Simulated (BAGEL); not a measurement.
# H2Se (hydrogen selenide): levels of theory compared

Wanted: a comparison of 4 runs (B3LYP/6-31G*, B3LYP/def2-TZVPPD, PBE0/def2-TZVPPD, RI-MP2/def2-TZVPPD) of H2Se (hydrogen selenide). 

The calculation is run with BAGEL 1.2.2.

9 further runs of the same task are left out: 9 set aside as unsound or not needed.

### Step 1. The molecule

H2Se has 3 atoms, charge 0, and is taken as a singlet. SMILES: `[SeH2]`. The coordinates come from a PBE0-D4/def2-TZVP relaxation.

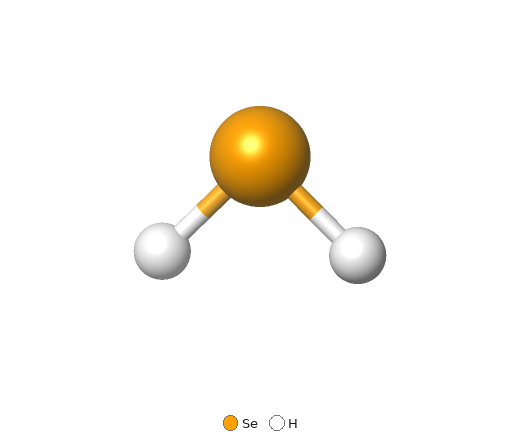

The structure, seen from a chosen angle (selenium orange, hydrogen white).

### Step 2. A single-point energy at B3LYP/6-31G(d) (density fitting with cc-pvqz-jkfit, spherical functions) (run 1)

File job.json:

```json
{ "bagel": [

{
  "title": "molecule",
  "basis": "6-31gs.json",
  "df_basis": "cc-pvqz-jkfit",
  "angstrom": "true",
  "geometry": [
    { "atom": "Se", "xyz": [    0.560660,   -0.274700,    0.280190 ] },
    { "atom": "H", "xyz": [    0.045430,    1.091880,    0.143880 ] },
    { "atom": "H", "xyz": [   -0.606090,   -0.817190,   -0.424060 ] }
  ]
},
{ "title": "ks", "xc_func": "b3lyp" },
{ "title": "print", "file": "orbitals.molden", "orbitals": "true" }

]}
```

The basis set 6-31G* is read from a file made from the Basis Set Exchange's data (not shown).

Run with:

```
$ BAGEL_NUM_THREADS=1 BAGEL job.json > job.out
```

The program printed:

```text
* using 1 threads per process

  ===============================================================
  ===============================================================

  *** Geometry ***

  { "atom" : "Se", "xyz" : [      1.059494,     -0.519108,      0.529482 ] },
  { "atom" : "H", "xyz" : [      0.085850,      2.063354,      0.271894 ] },
  { "atom" : "H", "xyz" : [     -1.145344,     -1.544265,     -0.801357 ] },

  Number of auxiliary basis functions:      320

  Since a DF basis is specified, we compute 2- and 3-index integrals:
    o Being stored without compression. Storage requirement is 0.003 GB

  Number of basis functions:       36
  Number of electrons      :       36

    * METHOD: MOLECULE                             0.08

  *** Kohn-Sham DFT ***

    * Removing 3004 points whose weight is below 1.00e-10
    * Grid points: 41714

  === Nuclear Repulsion ===
    24.7844452109

       - DIIS with orbital gradients will be used.

  === KS iteration (b3lyp / 6-31gs.json) ===
      0      -2348.97443279          0.28808516           0.08
      1      -2284.10968156          0.81105430           0.07
      2      -2358.06261249          0.34525595           0.06
      3      -2400.63437836          0.21907158           0.06
      4      -2402.39073119          0.03779436           0.06
      5      -2402.46780264          0.00918084           0.06
      6      -2402.48195164          0.00122585           0.06
      7      -2402.48205531          0.00018576           0.06
      8      -2402.48206136          0.00001231           0.06
      9      -2402.48206138          0.00000094           0.06
     10      -2402.48206138          0.00000007           0.06
     11      -2402.48206138          0.00000003           0.06
     12      -2402.48206138          0.00000001           0.06
     13      -2402.48206138          0.00000000           0.06
    * SCF iteration converged.

    * Permanent dipole moment:
           (    0.324503,    -0.158970,     0.162150) a.u.

    * METHOD: KS                                   0.96

    * METHOD: PRINT                                0.00

  ===============================================================
```

Wall time 1.2 s (1 thread of Arm Neoverse V1, shared host).

### Step 3. A single-point energy at B3LYP/def2-TZVPPD (density fitting with cc-pvqz-jkfit) (run 2)

File job.json:

```json
{ "bagel" : [

{
  "title" : "molecule",
  "basis" : "def2-tzvppd.json",
  "df_basis" : "cc-pvqz-jkfit",
  "angstrom" : "true",
  "geometry" : [
    { "atom" : "Se", "xyz" : [       0.560660,      -0.274700,       0.280190 ] },
    { "atom" : "H", "xyz" : [       0.045430,       1.091880,       0.143880 ] },
    { "atom" : "H", "xyz" : [      -0.606090,      -0.817190,      -0.424060 ] }
  ]
},

{ "title" : "ks", "xc_func" : "b3lyp" },

{ "title" : "print", "file" : "orbitals.molden", "orbitals" : "true" }

]}
```

The basis set def2-TZVPPD is read from a file made from the Basis Set Exchange's data (not shown).

Run with:

```
$ BAGEL_NUM_THREADS=1 BAGEL job.json > job.out
```

The program printed:

```text
* using 1 threads per process

  ===============================================================
  ===============================================================

  *** Geometry ***

  { "atom" : "Se", "xyz" : [      1.059494,     -0.519108,      0.529482 ] },
  { "atom" : "H", "xyz" : [      0.085850,      2.063354,      0.271894 ] },
  { "atom" : "H", "xyz" : [     -1.145344,     -1.544265,     -0.801357 ] },

  Number of auxiliary basis functions:      320

  Since a DF basis is specified, we compute 2- and 3-index integrals:
    o Being stored without compression. Storage requirement is 0.021 GB

  Number of basis functions:       91
  Number of electrons      :       36

    * METHOD: MOLECULE                             0.13

  *** Kohn-Sham DFT ***

    * Removing 3004 points whose weight is below 1.00e-10
    * Grid points: 41714

  === Nuclear Repulsion ===
    24.7844452109

       - DIIS with orbital gradients will be used.

  === KS iteration (b3lyp / def2-tzvppd.json) ===
      0      -2363.38822002          0.12829680           0.15
      1      -2280.07158107          0.41678212           0.12
      2      -2379.97784885          0.13179018           0.11
      3      -2306.79984890          0.37270757           0.11
      4      -2395.39631915          0.22443586           0.11
      5      -2324.63144904          0.58828482           0.11
      6      -2390.35659800          0.30087201           0.11
      7      -2393.86617932          0.23214555           0.11
      8      -2398.73322908          0.08861024           0.11
      9      -2402.57731664          0.02774437           0.11
     10      -2402.77699456          0.00707885           0.11
     11      -2402.78986929          0.00203966           0.11
     12      -2402.79094554          0.00027424           0.12
     13      -2402.79096843          0.00004053           0.12
     14      -2402.79096893          0.00000364           0.11
     15      -2402.79096893          0.00000039           0.11
     16      -2402.79096893          0.00000032           0.11
     17      -2402.79096893          0.00000003           0.11
     18      -2402.79096893          0.00000001           0.12
    * SCF iteration converged.

    * Permanent dipole moment:
           (    0.212326,    -0.104016,     0.106099) a.u.

    * METHOD: KS                                   2.34

    * METHOD: PRINT                                0.02

  ===============================================================
```

Run time: 2.6 s. Hardware: 1 thread of Arm Neoverse V1, shared host; peak memory 0.21 GiB.

Run 3 isn't shown in full; the table further down has it.

### Step 4. The energy at RI-MP2/def2-TZVPPD (density fitting with cc-pvqz-jkfit) (run 4)

File input.json:

```json
{ "bagel": [

{
  "title": "molecule",
  "basis": "def2-tzvppd.json",
  "df_basis": "cc-pvqz-jkfit",
  "angstrom": "true",
  "geometry": [
    { "atom": "Se", "xyz": [       0.560660,      -0.274700,       0.280190 ] },
    { "atom": "H", "xyz": [       0.045430,       1.091880,       0.143880 ] },
    { "atom": "H", "xyz": [      -0.606090,      -0.817190,      -0.424060 ] }
  ]
},

{ "title": "hf" },

{ "title": "mp2", "ncore": 9 }

]}
```

The basis set def2-TZVPPD is read from a file made from the Basis Set Exchange's data (not shown).

Run with:

```
$ BAGEL_NUM_THREADS=1 BAGEL input.json > input.out
```

The program printed:

```text
* using 1 threads per process

  ===============================================================
  ===============================================================

  *** Geometry ***

  { "atom" : "Se", "xyz" : [      1.059494,     -0.519108,      0.529482 ] },
  { "atom" : "H", "xyz" : [      0.085850,      2.063354,      0.271894 ] },
  { "atom" : "H", "xyz" : [     -1.145344,     -1.544265,     -0.801357 ] },

  Number of auxiliary basis functions:      320

  Since a DF basis is specified, we compute 2- and 3-index integrals:
    o Being stored without compression. Storage requirement is 0.021 GB

  Number of basis functions:       91
  Number of electrons      :       36

    * METHOD: MOLECULE                             0.13

  *** RHF ***

  === Nuclear Repulsion ===
    24.7844452109

      * DIIS with orbital gradients will be used.

  === RHF iteration (def2-tzvppd.json) ===
      0      -2400.98048585          0.00771728           0.03
      1      -2401.00203282          0.00247526           0.03
      2      -2401.00463132          0.00065158           0.03
      3      -2401.00482448          0.00014570           0.03
      4      -2401.00483470          0.00003673           0.03
      5      -2401.00483539          0.00001167           0.03
      6      -2401.00483544          0.00000259           0.03
      7      -2401.00483544          0.00000090           0.03
      8      -2401.00483544          0.00000019           0.03
      9      -2401.00483544          0.00000004           0.03
     10      -2401.00483544          0.00000001           0.03
     11      -2401.00483544          0.00000000           0.03
    * SCF iteration converged.

    * Permanent dipole moment:
           (    0.256215,    -0.125532,     0.128042) a.u.

    * METHOD: HF                                   0.56

  *** RHF ***

  === Nuclear Repulsion ===
    24.7844452109

      * DIIS with orbital gradients will be used.

  === RHF iteration (def2-tzvppd.json) ===
      0      -2401.00483544          0.00000000           0.03
    * SCF iteration converged.

    * Permanent dipole moment:
           (    0.256215,    -0.125532,     0.128042) a.u.

  === DF-MP2 calculation ===

    * freezing 9 orbitals
    * 3-index integral transformation done
    * assembly done

      MP2 correlation energy:   -0.2886911889      0.02

      MP2 total energy:       -2401.2935266307

    * METHOD: MP2                                  0.09

  ===============================================================
```

It took 0.91 s on 1 thread of Arm Neoverse V1, shared host.

### Step 5. Overview of the runs

```csv
run,level,frozen core orbitals,energy (Eh),dipole moment (D),HOMO energy (eV),LUMO energy (eV),wall time
1,"B3LYP/6-31G* (density fitting with cc-pvqz-jkfit, spherical functions)",–,-2402.482061,1.01,-6.72,0.06,1.2 s
2,B3LYP/def2-TZVPPD (density fitting with cc-pvqz-jkfit),–,-2402.790969,0.66,-6.91,-0.48,2.6 s
3,PBE0/def2-TZVPPD (density fitting with cc-pvqz-jkfit),–,-2402.463575,0.73,-7.15,-0.16,2.7 s
4,RI-MP2/def2-TZVPPD (density fitting with cc-pvqz-jkfit),9,-2401.293527,–,–,–,0.91 s
```

### Step 6. Results

| quantity | value |
| --- | --- |
| run 4: total energy | -2401.29353 Eh |
| run 4: correlation energy (9 core orbitals frozen) | -288.7 mEh |

Over runs 1, 2, 3 the dipole moment (its size) runs from 0.66 D (B3LYP/def2-TZVPPD) to 1.01 D (B3LYP/6-31G*). Over runs 1, 2, 3 the HOMO–LUMO gap runs from 6.44 eV (B3LYP/def2-TZVPPD) to 6.98 eV (PBE0/def2-TZVPPD). Totals of different functionals can't be ranked against each other. All runs together took 7.4 s, the longest 2.7 s.
